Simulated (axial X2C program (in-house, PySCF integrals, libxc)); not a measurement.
# A two-component session on GaO⁻: properties at the nuclei

Wanted for GaO⁻: properties at the nuclei, at the two-component level.

Method: two-component X2C with atomic mean-field terms, Ga dyall-acv3z, O dyall-av3z; program: an in-house X2C program for linear molecules on PySCF integrals.

All values are calculated.

### 1 Set-up

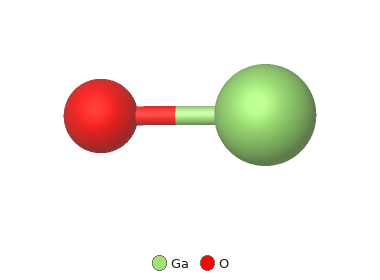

The two atoms at 1.740 Å (gallium green, oxygen red).

task.json

```json
{"zs": [31, 8], "q": -1, "bas": ["dyall-acv3z", "dyall-av3z"], "r0": 1.74, "levels": ["PBE0", "HF", "BP86", "B3LYP", "PBE50"], "nst": 3}
```

Keys: zs atomic numbers; q charge; bas basis sets; r0 starting distance in Å; levels methods (HF also brings MP2); nst determinants followed.

Command:

```console
python soeom.py task.json out
```

The runs that follow: Expectation values, lowest determinant; Expectation values, a higher determinant.

What does the calculation give? Wanted: lowest determinant; qzz Ga; qzz O; higher determinant; Eeff magnitude; Ws magnitude Ga; A∥/gI Ga (for each run or level that gives them).

The runs gave:

| quantity | value |
| --- | --- |
| lowest determinant | Ω = 0 (closed shell) |
| qzz Ga (a.u.), PBE0 | -3.51 |
| qzz O (a.u.), PBE0 | -0.14 |
| higher determinant | Ω = 2 (excess of +ω over −ω: ω = 1/2, ω = 3/2) |
| Eeff magnitude (GV/cm), PBE0, higher determinant | 2.49 |
| Ws magnitude Ga (kHz), PBE0, higher determinant | 0.539 |
| A∥/gI Ga (MHz), PBE0, higher determinant | 234 |
| qzz Ga (a.u.), PBE0, higher determinant | -1.34 |

**Reading.** The expectation values come from single determinants, which for open shells can mix terms of unlike spin or miss the lowest Ω, so a determinant need not be a state. Eeff is the effective electric field on the electron dipole moment in this Ω state and Ws the scalar–pseudoscalar constant (defined with the proton number Z and per Ω); A∥ is the parallel hyperfine constant, which follows by multiplying with the nuclear g factor gI = μI/(I μN); qzz is the electric field gradient, eQq0 = 234.96 MHz × Q/barn × qzz. The operators were transformed with the bare-nucleus X2C matrices.
